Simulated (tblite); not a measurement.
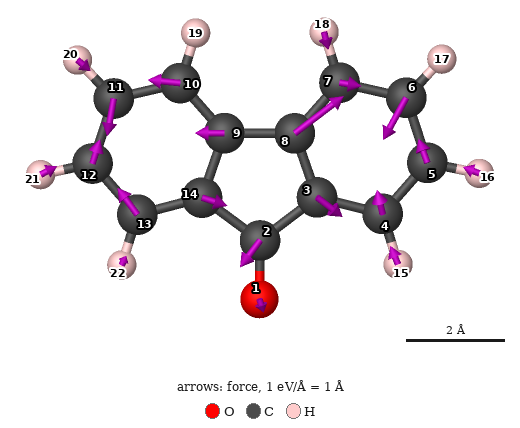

Starting geometry of C₁₃H₈O with the computed forces as purple arrows. Style: ball-and-stick. Shown face on.

Method: GFN2-xTB geometry optimisation, gas phase in tblite. 

> What follows when this structure is relaxed?

It isn't relaxed: the largest force vector, on C8, is 1.27 eV/Å. The final displacements follow the starting forces only in part (cosine between the two patterns 0.63). The largest moves after the best rigid fit, 0.041 Å, are those of O1 and C2. Largest moves by element: C 0.041 Å, O 0.040 Å, H 0.037 Å. Among the contacts that change: C11–C12 1.408 → 1.385 Å, C2–C3 1.469 → 1.487 Å, C8–C9 1.446 → 1.464 Å, C6–C7 1.407 → 1.392 Å. Bond angles that change, for instance: C9–C14–C13 123.7° → 121.2°, C4–C3–C8 123.5° → 121.2°. After 22 geometry steps the energy has fallen by 2.30 kcal/mol. The run took 0.2 s on 2 threads of Intel(R) Xeon(R) Platinum 8488C, on a shared host.
